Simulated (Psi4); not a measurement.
# SiF3 (trifluorosilyl) at UTPSS/aug-cc-pVDZ

What is the energy change on altering one bond length of SiF3 (trifluorosilyl) at UTPSS/aug-cc-pVDZ? 

Program for the calculation: Psi4 1.11.

3 further runs of the same task are left out: 1 that didn't finish, 2 set aside as unsound or not needed.

## (1) The system as given

The species is SiF3 (4 atoms), meant as a doublet with charge 0. SMILES: `F[Si](F)F`. The shape is that of a PBE0-D4/def2-TZVP optimisation.

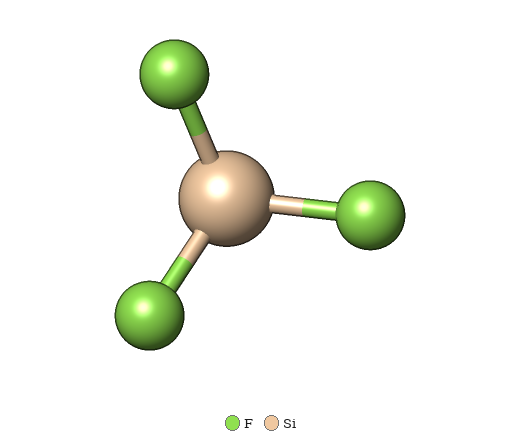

The structure, seen from a chosen angle (fluorine green, silicon light orange).

## (2) Energy and forces at UTPSS/aug-cc-pVDZ

The input, input.json:

```json
{
 "schema_name": "qcschema_input",
 "schema_version": 1,
 "molecule": {
  "schema_name": "qcschema_molecule",
  "schema_version": 2,
  "symbols": ["F", "Si", "F", "F"],
  "geometry": [1.48315155, -0.95816673, 2.17639758, -0.53432006, 0.40262505, 0.44272504, -1.8788791, -1.68610813, -1.21762613, 0.93004761, 2.24164982, -1.40149648],
  "molecular_charge": 0,
  "molecular_multiplicity": 2,
  "fix_symmetry": "c1",
  "fix_com": true,
  "fix_orientation": true
 },
 "driver": "gradient",
 "model": {
  "method": "tpss",
  "basis": "aug-cc-pVDZ"
 },
 "keywords": {
  "reference": "uks",
  "puream": true,
  "e_convergence": 1e-09,
  "d_convergence": 1e-08,
  "scf_type": "pk",
  "dft_radial_points": 99,
  "dft_spherical_points": 590,
  "maxiter": 100,
  "scf_properties": ["LOWDIN_CHARGES", "MULLIKEN_CHARGES", "MAYER_INDICES"]
 }
}
```

Command:

```
$ psi4 --qcschema input.json -n 1 --memory 2200MB
```

stdout:

```text
[...]
  Running in c1 symmetry.
[...]
  Nuclear repulsion =  176.798451345898798
[...]
  Multiplicity = 2
[...]
  Nalpha       = 21
  Nbeta        = 20
[...]
    Number of basis functions: 96
[...]
   @UKS iter   1:  -589.06003619816352   -2.30481e-01   7.17404e-03 ADIIS/DIIS
[...]
   @UKS iter  10:  -589.21418110144191   -2.48974e-11   8.21913e-09 DIIS
[...]
   @S^2 Observed:                7.511880537E-01
[...]
  @UKS Final Energy:  -589.21418110144191
   => Energetics <=
    Nuclear Repulsion Energy =            176.7984513458987976
    One-Electron Energy =               -1170.3627377382949817
    Two-Electron Energy =                 456.8003140877016790
    DFT Exchange-Correlation Energy =     -52.4502087967473400
    Empirical Dispersion Energy =           0.0000000000000000
    VV10 Nonlocal Energy =                  0.0000000000000000
    Total Energy =                       -589.2141811014419090
[...]
 Multipole Moments:
 ------------------------------------------------------------------------------------
     Multipole            Electronic (a.u.)      Nuclear  (a.u.)        Total (a.u.)
 ------------------------------------------------------------------------------------
 L = 1.  Multiply by 2.5417464519 to convert [e a0] to [Debye]
 Dipole X            :          2.3947537           -2.6716003           -0.2768466
 Dipole Y            :         -1.8047040            2.0131253            0.2084213
 Dipole Z            :         -1.9843680            2.2136253            0.2292573
 Magnitude           :                                                    0.4155026
[...]
  Mulliken Charges: (a.u.)
   Center  Symbol    Alpha    Beta     Spin     Total
       1     F     4.74621  4.75729 -0.01109 -0.50350
       2    SI     6.76140  5.72813  1.03328  1.51047
       3     F     4.74618  4.75728 -0.01111 -0.50346
       4     F     4.74621  4.75730 -0.01108 -0.50351
   Total alpha = 21.00000, Total beta = 20.00000, Total charge = -0.00000
  Lowdin Charges: (a.u.)
   Center  Symbol    Alpha    Beta     Spin     Total
       1     F     4.68829  4.58661  0.10168 -0.27490
       2    SI     6.93513  6.24018  0.69496  0.82469
[...]
  -Total Gradient:
     Atom            X                  Y                   Z
    ------   -----------------  -----------------  -----------------
       1       -0.028966846160     0.019552423293    -0.024406370837
       2        0.031312579063    -0.023627101448    -0.025970678782
       3        0.018869211382     0.030011941699     0.023918689512
       4       -0.021136186647    -0.025985784312     0.026543316277
[...]
```

The result, in JSON:

```text
{
 "driver": "gradient",
 "model": {
  "method": "tpss",
  "basis": "aug-cc-pVDZ"
 },
 "success": true,
 "return_result": [-0.02896684616015084, 0.019552423293094562, -0.02440637083748244, 0.0313125790631507, -0.02362710144801375, -0.02597067878229406, 0.01886921138191648, 0.030011941698593544, 0.023918689511896962, -0.021136186646779492, -0.025985784312458973, 0.026543316277443593],
 "properties": {
  "calcinfo_nbasis": 96,
  "calcinfo_nmo": 96,
  "calcinfo_nalpha": 21,
  "calcinfo_nbeta": 20,
  "calcinfo_natom": 4,
  "nuclear_repulsion_energy": 176.7984513458988,
  "return_energy": -589.2141811014419,
  "return_gradient": [-0.02896684616015084, 0.019552423293094562, -0.02440637083748244, 0.0313125790631507, -0.02362710144801375, -0.02597067878229406, 0.01886921138191648, 0.030011941698593544, 0.023918689511896962, -0.021136186646779492, -0.025985784312458973, 0.026543316277443593],
  "scf_one_electron_energy": -1170.362737738295,
  "scf_two_electron_energy": 456.8003140877017,
  "scf_xc_energy": -52.45020879674734,
  "scf_dipole_moment": [-0.27684657513418554, 0.20842133353861736, 0.22925730164887814],
  "scf_total_energy": -589.2141811014419,
  "scf_total_gradient": [-0.02896684616015084, 0.019552423293094562, -0.02440637083748244, 0.0313125790631507, -0.02362710144801375, -0.02597067878229406, 0.01886921138191648, 0.030011941698593544, 0.023918689511896962, -0.021136186646779492, -0.025985784312458973, 0.026543316277443593],
  "scf_iterations": 10
 }
}
```

Run time: 2.1 min. Hardware: 1 thread of Intel Xeon at 2.50GHz (Skylake/Cascade Lake), shared host; peak memory 1.1 GiB.

## (3) The distorted shape, same level

The input, f3si.xyz:

```xyz
4
F3Si
F      0.944990    -0.615055     1.289313
Si    -0.282750     0.213060     0.234280
F     -0.994260    -0.892250    -0.644340
F      0.492160     1.186230    -0.741640
```

The input, job.py:

```python
import psi4

psi4.set_memory('2200 MB')
psi4.set_num_threads(1)
psi4.set_output_file('run.log', False)

with open('f3si.xyz') as f:
    atoms = ''.join(f.readlines()[2:])
mol = psi4.geometry('0 2\n' + atoms + 'symmetry c1\nno_reorient\nno_com')

options = {'basis': 'aug-cc-pVDZ', 'reference': 'uks', 'puream': True, 'e_convergence': 1e-09, 'd_convergence': 1e-08, 'scf_type': 'pk', 'dft_radial_points': 99, 'dft_spherical_points': 590, 'maxiter': 100}
psi4.set_options(options)

e_tot, wfn = psi4.gradient("TPSS", return_wfn=True)
psi4.oeprop(wfn, "WIBERG_LOWDIN_INDICES", "MULLIKEN_CHARGES", "LOWDIN_CHARGES", title="TPSS")
print('gradient / Eh bohr^-1')
print(e_tot.np.round(6))
print(f'energy = {wfn.energy():.10f} Eh')
```

Command:

```
$ python job.py
```

run.log:

```text
[...]
  Running in c1 symmetry.
[...]
  Nuclear repulsion =  168.918896705818327
[...]
  Multiplicity = 2
[...]
  Nalpha       = 21
  Nbeta        = 20
[...]
    Number of basis functions: 96
[...]
   @UKS iter   1:  -589.04779650994055   -3.66682e-01   7.14193e-03 ADIIS/DIIS
[...]
   @UKS iter  12:  -589.20512940023787   -7.16227e-12   5.17457e-09 DIIS
[...]
   @S^2 Observed:                7.515402947E-01
[...]
  @UKS Final Energy:  -589.20512940023787
   => Energetics <=
    Nuclear Repulsion Energy =            168.9188967058183266
    One-Electron Energy =               -1154.7003054830975088
    Two-Electron Energy =                 448.9382405024907712
    DFT Exchange-Correlation Energy =     -52.3619611254493904
    Empirical Dispersion Energy =           0.0000000000000000
    VV10 Nonlocal Energy =                  0.0000000000000000
    Total Energy =                       -589.2051294002378654
[...]
 Multipole Moments:
 ------------------------------------------------------------------------------------
     Multipole            Electronic (a.u.)      Nuclear  (a.u.)        Total (a.u.)
 ------------------------------------------------------------------------------------
 L = 1.  Multiply by 2.5417464519 to convert [e a0] to [Debye]
 Dipole X            :         -0.6228807            0.0519864           -0.5708943
 Dipole Y            :          0.2300718            0.1760563            0.4061281
 Dipole Z            :         -4.5919024            4.5540831           -0.0378193
 Magnitude           :                                                    0.7016343
[...]
  -Total Gradient:
     Atom            X                  Y                   Z
    ------   -----------------  -----------------  -----------------
       1        0.040245130057    -0.027073775604     0.035831337557
       2       -0.037079118280     0.022678930344    -0.081107562830
       3        0.016919950324     0.028160907972     0.021411606206
       4       -0.020160431655    -0.023710692976     0.023840708383
[...]
  Mulliken Charges: (a.u.)
   Center  Symbol    Alpha    Beta     Spin     Total
       1     F     4.75800  4.70588  0.05211 -0.46388
       2    SI     6.76880  5.80371  0.96509  1.42749
       3     F     4.73659  4.74520 -0.00861 -0.48178
       4     F     4.73662  4.74521 -0.00859 -0.48183
   Total alpha = 21.00000, Total beta = 20.00000, Total charge = -0.00000
  Lowdin Charges: (a.u.)
   Center  Symbol    Alpha    Beta     Spin     Total
       1     F     4.72651  4.60572  0.12079 -0.33223
       2    SI     6.89421  6.21765  0.67656  0.88814
[...]
```

The script printed:

```text
gradient / Eh bohr^-1
[[ 0.040245 -0.027074  0.035831]
 [-0.037079  0.022679 -0.081108]
 [ 0.01692   0.028161  0.021412]
 [-0.02016  -0.023711  0.023841]]
energy = -589.2051294002 Eh
```

It took 2.3 min on 1 thread of Intel Xeon at 2.50GHz (Skylake/Cascade Lake), shared host; peak memory 1.1 GiB.

## (4) Results

At UTPSS/aug-cc-pVDZ:

| quantity | value |
| --- | --- |
| first shape: total energy | -589.21418 Eh |
| first shape: dipole moment | 1.06 D |
| first shape: HOMO energy (highest over α and β) | -6.74 eV |
| first shape: LUMO energy (lowest over α and β) | -4.61 eV |
| first shape: ⟨S²⟩ | 0.751 |
| first shape: largest force on an atom | 2.419 eV/Å |
| distorted shape: total energy | -589.20513 Eh |
| distorted shape: dipole moment | 1.78 D |
| distorted shape: HOMO energy (highest over α and β) | -7.23 eV |
| distorted shape: LUMO energy (lowest over α and β) | -5.13 eV |
| distorted shape: ⟨S²⟩ | 0.752 |
| distorted shape: largest force on an atom | 4.732 eV/Å |
| energy change with the F1–Si2 bond stretched from 1.581 to 1.818 Å | 0.246 eV |

**Reading.** With the F1–Si2 bond stretched from 1.581 to 1.818 Å the energy rises by 0.25 eV (5.7 kcal/mol). The first shape isn't relaxed at this level, so the change isn't measured from a minimum. The largest force (first shape) is 2.42 eV/Å: the shape isn't a stationary point for this species at this level. Mulliken charges (first shape) run from -0.50 on F4 to +1.51 on Si2; in a basis this large or diffuse they mean little.
